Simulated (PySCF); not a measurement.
# [WF3]+: triplet, from a trigonal planar start

Where does triplet [WF3]+ go from a trigonal planar start, is the end point a minimum, and what are its modes, charges and moments?

Program: PySCF 2.14.0. Level of theory: PBE0, basis W def2-TZVP with ECP60, F def2-TZVP, scalar-relativistic core potentials, no spin–orbit coupling, density fitting. These are calculated values, not measurements.

### Step 1. Where the work starts

4 atoms, charge 1, spin multiplicity 3.

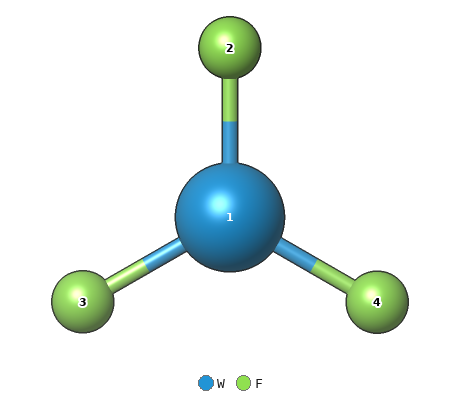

As it starts; tungsten blue, fluorine green; atoms are numbered from 1 in the order of the file.

```xyz
4
charge 1 multiplicity 3
W     0.0000    0.0000    0.0000
F     1.9698    0.0000    0.0000
F    -0.9849    1.7059    0.0000
F    -0.9849   -1.7059    0.0000
```

### Step 2. The SCF at the typed geometry

One driver script runs all steps and calls PySCF; scf.py shows how it sets up the SCF of each step. The optimiser is the driver's own. After this first run the driver tries any further starts and a stability analysis.

Contents of scf.py:

```python
from pyscf import gto, scf, dft
mol = gto.M(atom='''
W      0.000000     0.000000     0.000000
F      1.969800     0.000000     0.000000
F     -0.984900     1.705900     0.000000
F     -0.984900    -1.705900     0.000000''',
    basis={'W': 'def2-TZVP', 'F': 'def2-TZVP'},
    ecp={'W': 'def2-TZVP'},
    charge=1, spin=2)
mf = dft.UKS(mol, xc='PBE0')
mf.grids.atom_grid = (50, 194)
aux = {'W': 'def2-universal-JKFIT', 'F': 'def2-universal-JKFIT'}
mf = mf.density_fit(auxbasis=aux)
mf.conv_tol = 1e-08
mf.diis_space = 10
mf.max_cycle = 60
mf.init_guess = 'minao'
mf.verbose = 4
mf.kernel()
```

Launch:

```sh
OMP_NUM_THREADS=4 python axn.py task.json out
```

Standard output:

```text
init E= -346.964206943031
[... the frontier-level lines of each cycle are left out ...]
cycle= 1 E= -365.64994920134  delta_E= -18.7  |g|= 1.07  |ddm|= 5.09
cycle= 2 E= -354.66226276089  delta_E=   11  |g|= 4.99  |ddm|= 3.54
cycle= 3 E= -366.063285742986  delta_E= -11.4  |g|= 0.563  |ddm|=  2.9
cycle= 4 E= -366.030324974753  delta_E= 0.033  |g|= 0.653  |ddm|= 0.538
cycle= 5 E= -366.175366337291  delta_E= -0.145  |g|= 0.0668  |ddm|= 0.28
cycle= 6 E= -366.177501336202  delta_E= -0.00213  |g|= 0.0152  |ddm|= 0.0536
cycle= 7 E= -366.177598924339  delta_E= -9.76e-05  |g|= 0.00394  |ddm|= 0.0133
cycle= 8 E= -366.177613926683  delta_E= -1.5e-05  |g|= 0.00137  |ddm|= 0.00521
cycle= 9 E= -366.177618277409  delta_E= -4.35e-06  |g|= 0.000622  |ddm|= 0.00411
cycle= 10 E= -366.177618656827  delta_E= -3.79e-07  |g|= 0.000233  |ddm|= 0.00115
cycle= 11 E= -366.177618690873  delta_E= -3.4e-08  |g|= 3.44e-05  |ddm|= 0.000334
cycle= 12 E= -366.177618692367  delta_E= -1.49e-09  |g|= 1.52e-05  |ddm|= 8.59e-05
Extra cycle  E= -366.17761869245  delta_E= -8.24e-11  |g|= 2.73e-05  |ddm|= 4.17e-05
converged SCF energy = -366.17761869245  <S^2> = 2.0116798  2S+1 = 3.0077764
```

This step, with its further starts and checks, needed 17 s of wall time on 4 threads of Arm Neoverse V1, shared host.

Energies from each starting density:

| start | energy (Eh) |
| --- | --- |
| the minimal-basis guess | -366.177619 |
| a thermally smeared density | -366.177670 |
| a smeared PBE density | -366.177670 |

The first run landed in a state that is too high. Following the other starts and the instabilities gains 0.1 kJ/mol (-366.17767 Eh), and the work goes on from there.

### Step 3. Trigonal planar start, triplet: relaxation

The program finds D3h symmetry in the start, which this walk keeps. Threshold on the gradient: 0.0003 Eh/bohr, with a further test on the energy change.

scf.py, as its differences from that of step 2:

```diff
@@ -4,3 +4,3 @@
-F      1.969800     0.000000     0.000000
-F     -0.984900     1.705900     0.000000
-F     -0.984900    -1.705900     0.000000''',
+F      1.969802    -0.000000     0.000000
+F     -0.984901     1.705898     0.000000
+F     -0.984901    -1.705898     0.000000''',
@@ -17 +16,0 @@
-mf.init_guess = 'minao'
```

The optimiser's trace:

| step | energy (Eh) | change (kJ/mol) | largest symmetric gradient (Eh/bohr) |
| --- | --- | --- | --- |
| 0 | -366.177670 | 0.00 | 0.09645 |
| 1 | -366.232932 | -145.09 | 0.01746 |
| 2 | -366.233609 | -146.87 | 0.01124 |
| 3 | -366.234003 | -147.90 | 0.00060 |
| 4 | -366.234004 | -147.90 | 0.00002 |

The walk took 14 s.

Positions (Å) and forces (eV/Å) along the way, with the part that breaks the symmetry left in:

```
step 0
W    0.000   0.000   0.000   1.489   0.000   0.000
F    1.970   0.000   0.000  -5.524   0.000   0.000
F   -0.985   1.706   0.000   2.017  -4.237   0.000
F   -0.985  -1.706   0.000   2.017   4.237   0.000
step 1
W    0.000   0.000   0.000   2.305   0.000   0.000
F    1.815   0.000   0.000  -1.817   0.000   0.000
F   -0.907   1.572   0.000  -0.244  -0.646   0.000
F   -0.907  -1.572   0.000  -0.244   0.646   0.000
step 2
W    0.000   0.000   0.000   2.541   0.000   0.000
F    1.781   0.000   0.000  -0.442   0.000   0.000
F   -0.891   1.543   0.000  -1.050   0.650   0.000
F   -0.891  -1.543   0.000  -1.050  -0.650   0.000
step 3
W    0.000   0.000   0.000   2.446   0.000   0.000
F    1.794   0.000   0.000  -1.010   0.000   0.000
F   -0.897   1.554   0.000  -0.718   0.115   0.000
F   -0.897  -1.554   0.000  -0.718  -0.115   0.000
step 4
W    0.000   0.000   0.000   2.450   0.000   0.000
F    1.794   0.000   0.000  -0.982   0.000   0.000
F   -0.897   1.553   0.000  -0.734   0.141   0.000
F   -0.897  -1.553   0.000  -0.734  -0.141   0.000
```

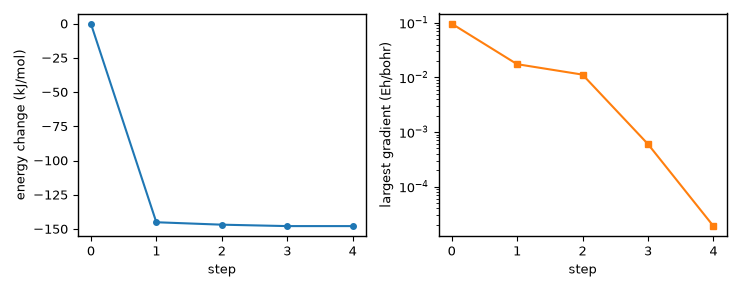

Energy and largest gradient along the walk.

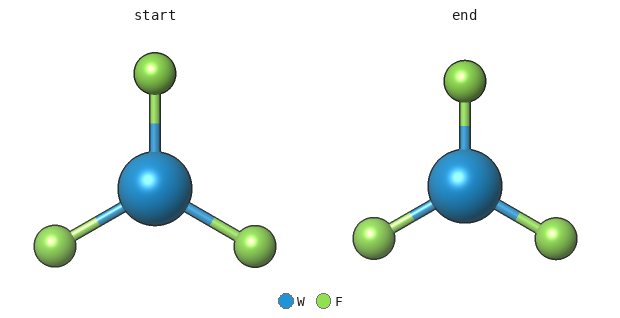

Start and end of the relaxation.

It settles in D3h symmetry, 147.9 kJ/mol below the start, after 4 steps: W–F 1.794 Å (×3); F–W–F 120.0° (×3). A gradient of 0.0476 Eh/bohr that breaks the symmetry is left: this electronic state wants a lower symmetry.

### Step 4. Relaxing without the symmetry constraint

The geometry is nudged along the force that breaks the symmetry.

The program finds C2v symmetry in the start, which may break. Threshold on the gradient: 0.0003 Eh/bohr, with a further test on the energy change.

scf.py, as its differences from that of step 3:

```diff
@@ -3,4 +3,4 @@
-W      0.000000     0.000000     0.000000
-F      1.969802    -0.000000     0.000000
-F     -0.984901     1.705898     0.000000
-F     -0.984901    -1.705898     0.000000''',
+W      0.023655    -0.000000     0.000000
+F      1.717374    -0.000000     0.000000
+F     -0.973205     1.564417    -0.000000
+F     -0.973205    -1.564417    -0.000000''',
```

Steps of the walk:

| step | energy (Eh) | change (kJ/mol) | largest gradient (Eh/bohr) |
| --- | --- | --- | --- |
| 0 | -366.228683 | 0.00 | 0.10370 |
| 1 | -366.237486 | -23.11 | 0.02915 |
| 2 | -366.238862 | -26.73 | 0.01074 |
| 3 | -366.239814 | -29.22 | 0.00816 |
| 4 | -366.239864 | -29.36 | 0.00187 |
| 5 | -366.239871 | -29.37 | 0.00027 |
| 6 | -366.239871 | -29.37 | 0.00005 |

The walk took 20 s.

Positions (Å) and forces (eV/Å) along the way:

```
step 0
W    0.024   0.000   0.000  -5.333   0.000   0.000
F    1.717   0.000   0.000   3.857   0.000   0.000
F   -0.973   1.564   0.000   0.738  -1.587   0.000
F   -0.973  -1.564   0.000   0.738   1.587   0.000
step 1
W   -0.008   0.000   0.000   1.499   0.000   0.000
F    1.782   0.000   0.000  -0.723   0.000   0.000
F   -0.989   1.507   0.000  -0.388  -0.074   0.000
F   -0.989  -1.507   0.000  -0.388   0.074   0.000
step 3
W    0.058   0.000   0.000  -0.419   0.000   0.000
F    1.830   0.000   0.000   0.267   0.000   0.000
F   -1.046   1.423   0.000   0.076  -0.108   0.000
F   -1.046  -1.423   0.000   0.076   0.108   0.000
step 6
W    0.057   0.000   0.000   0.003   0.000   0.000
F    1.836   0.000   0.000   0.000   0.000   0.000
F   -1.049   1.417   0.000  -0.002   0.002   0.000
F   -1.049  -1.417   0.000  -0.002  -0.002   0.000
```

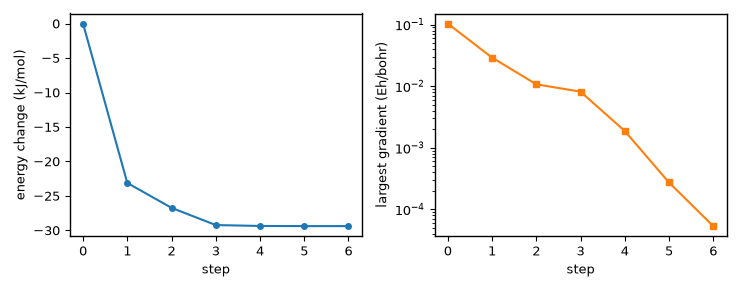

Energy and largest gradient along the walk.

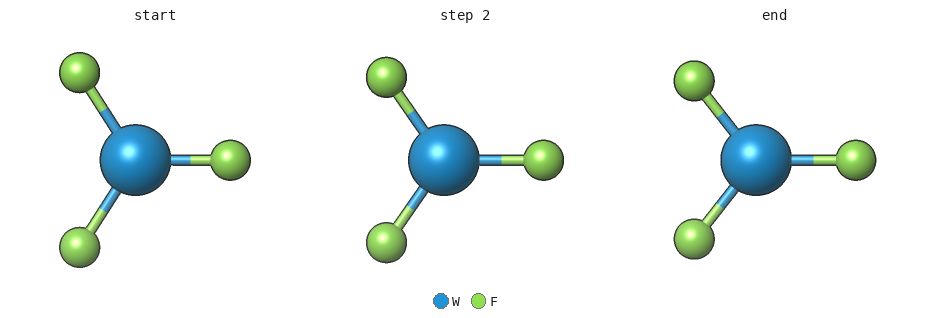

The geometry along the walk, at one scale.

It settles in C2v symmetry, 29.4 kJ/mol below the start, after 6 steps: W–F 1.779 Å, W–F 1.798 Å (×2); F–W–F 104.0°, F–W–F 128.0° (×2).

### Step 5. Hessian and properties

On the finer grid the gradient is checked again; gradients at displacements of ±0.02 bohr then give force constants and infrared intensities.

scf.py, as its differences from that of step 4:

```diff
@@ -3,4 +3,4 @@
-W      0.023655    -0.000000     0.000000
-F      1.717374    -0.000000     0.000000
-F     -0.973205     1.564417    -0.000000
-F     -0.973205    -1.564417    -0.000000''',
+W      0.030733    -0.000000     0.000000
+F      1.809052    -0.000000     0.000000
+F     -1.068658     1.422557    -0.000000
+F     -1.068658    -1.422557    -0.000000''',
@@ -11 +11 @@
-mf.grids.atom_grid = (50, 194)
+mf.grids.atom_grid = (75, 302)
@@ -14 +14 @@
-mf.conv_tol = 1e-08
+mf.conv_tol = 1e-10
```

The driver hands on the density of the step before, so the log starts near convergence.

Log of the central SCF (cycles and frontier levels):

```text
init E= -366.239948558765
[... the frontier-level lines of each cycle are left out ...]
cycle= 1 E= -366.239948558715  delta_E= 5.07e-11  |g|= 1.39e-05  |ddm|= 1e-05
cycle= 2 E= -366.239948558472  delta_E= 2.43e-10  |g|= 3.07e-05  |ddm|= 2.12e-05
cycle= 3 E= -366.239948558778  delta_E= -3.06e-10  |g|= 2.65e-07  |ddm|= 1.44e-05
cycle= 4 E= -366.239948558777  delta_E= 7.96e-13  |g|= 8.92e-08  |ddm|= 1.75e-07
Extra cycle  E= -366.239948558772  delta_E= 5.46e-12  |g|= 1.9e-07  |ddm|= 1.39e-07
converged SCF energy = -366.239948558772  <S^2> = 2.0057999  2S+1 = 3.0038641
```

The whole step took 68 s.

Geometry: C2v; W–F 1.778 Å, W–F 1.798 Å (×2); F–W–F 104.6°, F–W–F 127.7° (×2).

Harmonic modes (main isotopes):

```
symmetry  ω (cm⁻¹)  IR (km/mol)  μ (u)
      b2        32         20.8  21.63
      b1       109         13.2  24.06
      a1       203          2.9  20.33
      b2       720          150  20.86
      a1       803         10.6  19.24
      a1       819          153  21.94
```

No imaginary mode, so this is a minimum.

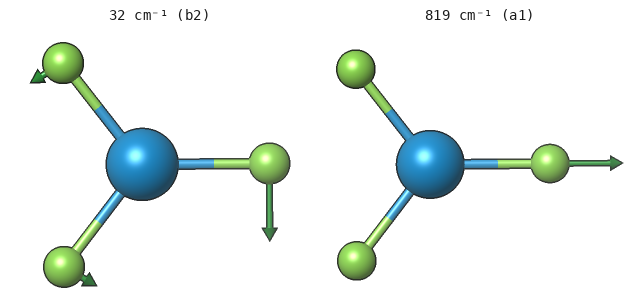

Displacements of 2 of the modes, as arrows (one member where a mode is degenerate).

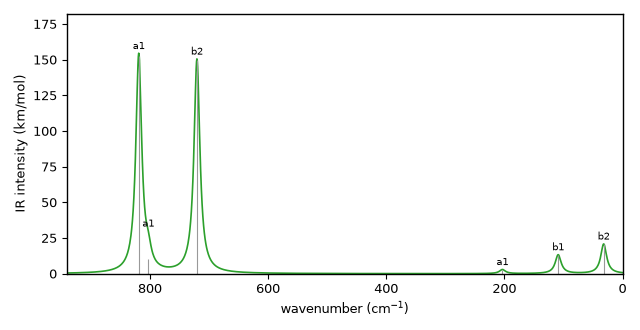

The harmonic infrared spectrum (widths in cm⁻¹). Lines are broadened to a width of 12 cm⁻¹ (Lorentzian).

Properties at this point:

```yaml
Dipole_moment_about_the_centre_of_mass: 0.94 D
Highest_occupied_level: -14.43 eV
Lowest_empty_level: -11.03 eV
Rotational_constants: 0.2192, 0.1594, 0.0923 cm⁻¹
Zero-point_energy: 16.1 kJ/mol
Principal_polarisabilities: 24.7, 30.6, 32.6 bohr³
Principal_traceless_quadrupole_moments_about_the_centre_of_mass: -1.80, -1.03, 2.82 D Å
Entropy_at_298.15_K_and_1_bar_electronic_part_spin_only: 337.5 J/(mol K)
Heat_capacity_Cp_at_298.15_K: 66.0 J/(mol K)
Enthalpy_at_298.15_K_above_0_K: 16.22 kJ/mol
Rotational_symmetry_number: 2
Spin_squared_⟨S²⟩: 2.006
```

Charges (e) and bond orders:

```csv
atom,Mulliken,Löwdin,polar tensor,spin (Mulliken),Mayer order to W1
W1,1.67,1.25,2.64,2.00,–
F2,-0.22,-0.07,-0.54,-0.05,1.25
"F3,4",-0.23,-0.09,-0.55,0.02,1.21
```

Outer orbital energies (eV). α occupied: -21.08, -20.67, -20.04, -19.95, -19.73, -19.40, -15.45, -14.43; empty: -11.03, -9.09, -8.18, -5.94. β occupied: -21.84, -21.06, -21.01, -20.08, -19.90, -19.73, -19.62, -19.41; empty: -10.48, -10.04, -9.58, -8.43.

Mulliken populations on W1 (outside its core potential): s 2.48, p 6.25, d 3.43, f 0.16.

### Step 6. Results

| quantity | value |
| --- | --- |
| minimum | triplet, C2v |
| geometry | W–F 1.778 Å, W–F 1.798 Å (×2); F–W–F 104.6°, F–W–F 127.7° (×2) |
| wavenumbers (cm⁻¹) | 32 (b2), 109 (b1), 203 (a1), 720 (b2), 803 (a1), 819 (a1) |
| dipole moment (centre of mass) | 0.94 D |
| highest occupied, lowest empty level (either spin) | -14.43, -11.03 eV |
| polar-tensor charge of W1 | +2.64 e |
| zero-point energy | 16.1 kJ/mol |
| entropy at 298.15 K | 337.5 J/(mol K) |
| ⟨S²⟩ | 2.006 |

The trigonal planar start (D3h) ends in a minimum of C2v symmetry. In the infrared the band at 819 cm⁻¹ (a1, stretch) leads. Most of the spin sits on W1 (Mulliken spin 2.00, against 2 for the whole molecule). Only this shape and spin were tried, so other structures or states may lie lower. One determinant may miss the lowest occupation of an open d or f shell. With an element this heavy the missing spin–orbit coupling can shift these numbers.

The search up to here needed 2 min of wall time on 4 threads of Arm Neoverse V1, shared host.
